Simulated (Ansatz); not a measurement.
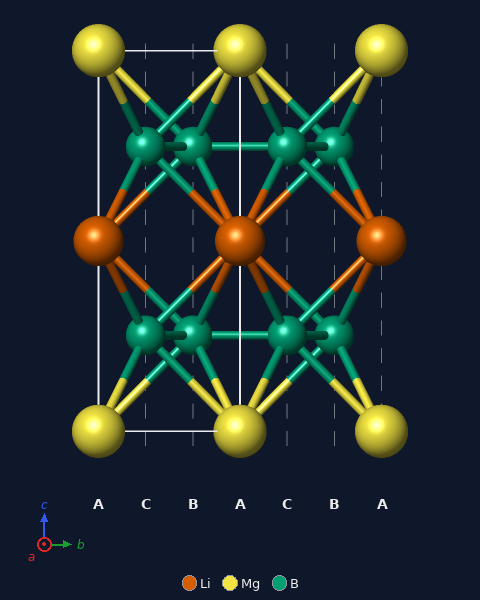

Projection along an edge of the hexagonal mesh, stacking direction c upwards. The dashed lines mark the three columns A (0, 0), B (1/3, 2/3) and C (2/3, 1/3). The sequence starts with the first layer at or above the cell's origin.

LiMgB4 (space group P6/mmm, No. 191): the geometry relaxed with DFT PBE, scalar-relativistic, plane waves, PAW in Ansatz 0.2.0; the starting structure was generated, so it need not be a known form of this composition.

**Read off the stacking sequence over one period.**

Mg(A) – B(B)+B(C) – Li(A) – B(B)+B(C) (four layers in 7.05 Å).
